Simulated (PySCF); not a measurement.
# C₅H₁₀BFS: what the fields show

Input file:

```
{"job": {"kind": "nmr", "xc": "PBE0", "basis": "pcSseg-1"}, "charge": 0, "multiplicity": 1}
F      2.036447    -1.542522     0.667696
C      1.300332    -0.677115    -0.151355
B      1.543542     0.894855     0.246535
S     -0.247083     1.368046     0.966725
C     -1.140250     1.157912    -0.619829
C     -1.048733    -0.327306    -0.992251
C     -0.180383    -1.019713     0.060388
C     -0.559851    -0.373342     1.382030
H      1.610781    -0.941917    -1.169585
H      1.712819     1.616135    -0.676201
H      2.299440     1.051291     1.139494
H     -0.660018     1.808849    -1.345554
H     -2.167903     1.486133    -0.470772
H     -2.046093    -0.770833    -0.997253
H     -0.617524    -0.453513    -1.985051
H     -0.336861    -2.101717     0.071716
H     -1.603745    -0.503575     1.663573
H      0.096322    -0.665352     2.198036
```

Run with:

```sh
OMP_NUM_THREADS=1 python probes_run.py task.json out
```

Geometry: GFN2-xTB.

These are results of PBE0/pcSseg-1, SCF density, gas phase, non-relativistic (PySCF), not measurements.

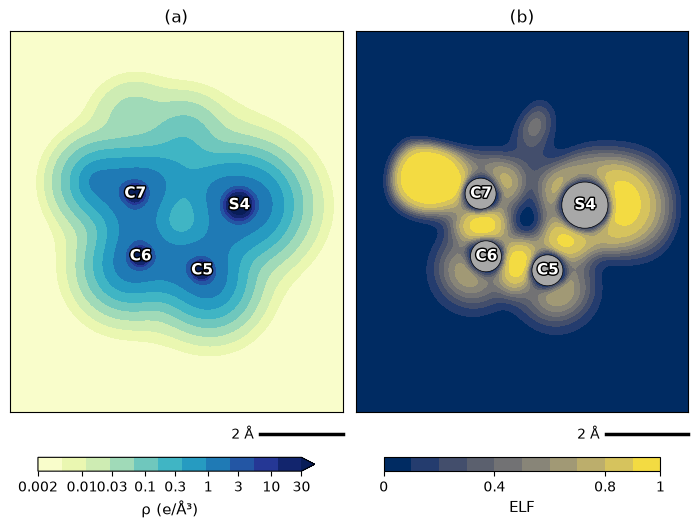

Figure 1. (a) total electron density; (b) ELF on the plane of atoms C5, C6 and C7. Grey discs cover the atomic cores in the ELF map.

Describe what can be read from this map.

- The plane passes through S and C nuclei.
- C–C (1.53 Å): ρ at the midpoint is about 1.6 e/Å³; the ELF peaks at about 0.95 between the atoms: localised, covalent bonding.
- C–S (1.83 Å): ρ at the midpoint is about 1.2 e/Å³; the ELF peaks at about 0.90 between the atoms, as expected for a covalent bond.
- The ELF also peaks beside S4, away from the bonds: lone-pair regions.

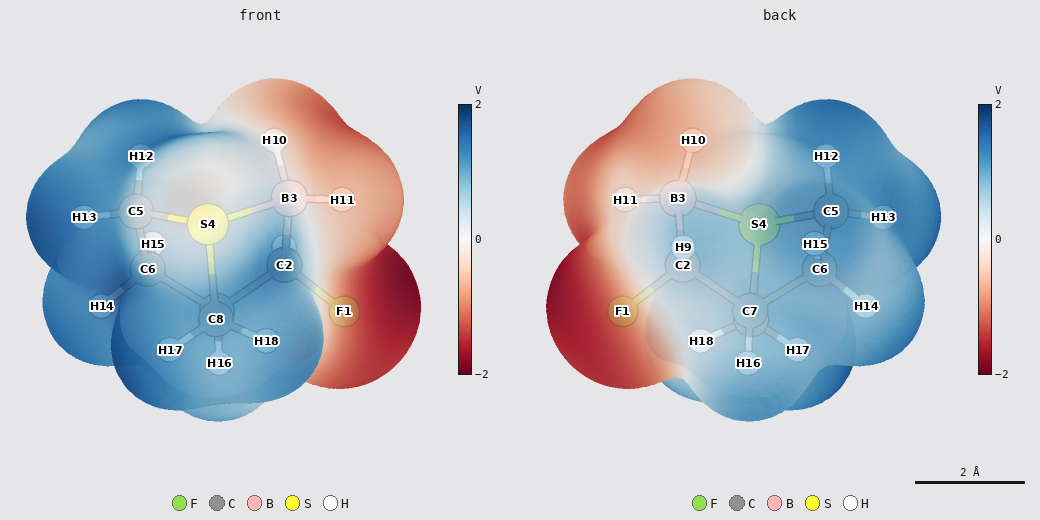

Figure 2. The electrostatic potential painted on the density surface at 0.004 e/bohr³, seen from the front and from behind; red is negative and blue positive.

Where is the surface potential most negative and most positive?

The most negative region (about −1.9 V) lies over F1, the most positive (about +1.7 V) over the C, H and S atoms.

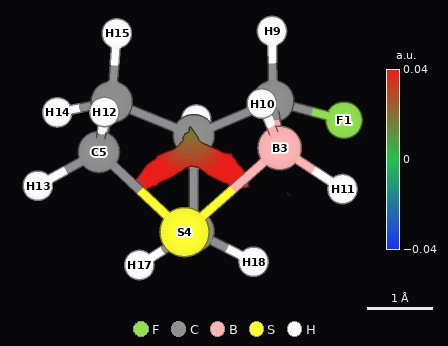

Figure 3. Non-covalent interaction (NCI) plot: the surface where the reduced density gradient is 0.4, for densities under 0.05 a.u., coloured by sign(λ₂)ρ; seen from one side.

What holds or crowds the atoms apart from the covalent bonds?

In the angle between C7, S4 and C8: mostly steric crowding (olive to red).
